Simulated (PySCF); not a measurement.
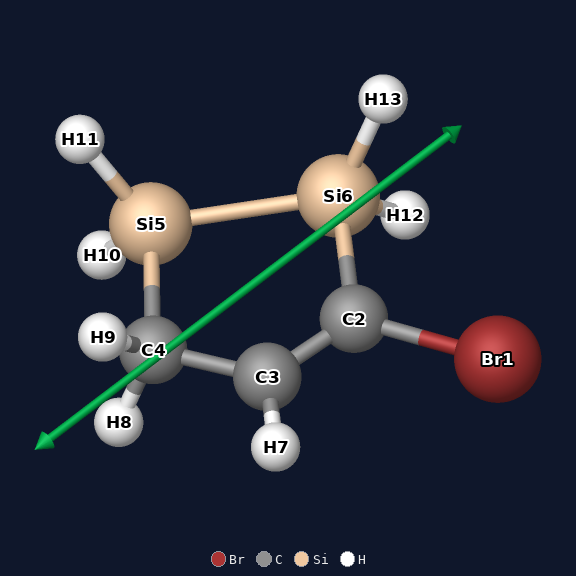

The double arrow shows the direction of the transition dipole to excited singlet state 2 (its length means nothing). Computed geometry: GFN2-xTB optimisation. No frequency run is at hand to confirm it as a minimum. Method: TDDFT CAM-B3LYP/def2-SVPD, vertical, gas phase, core orbitals frozen in the response (PySCF 2.14.0).

### How is the transition polarised?

Nearly parallel to the C2–C3 bond.

### Where does the transition lie, and how strong is it?

6.03 eV (206 nm), oscillator strength 0.088, mainly HOMO → LUMO+1 (weight 0.80); transition dipole 1.97 D.

The geometry is semi-empirical. Around Br, Si such bond lengths and angles can be off by a tenth of an ångström or more and by several degrees, and values that hang on the shape move with them.
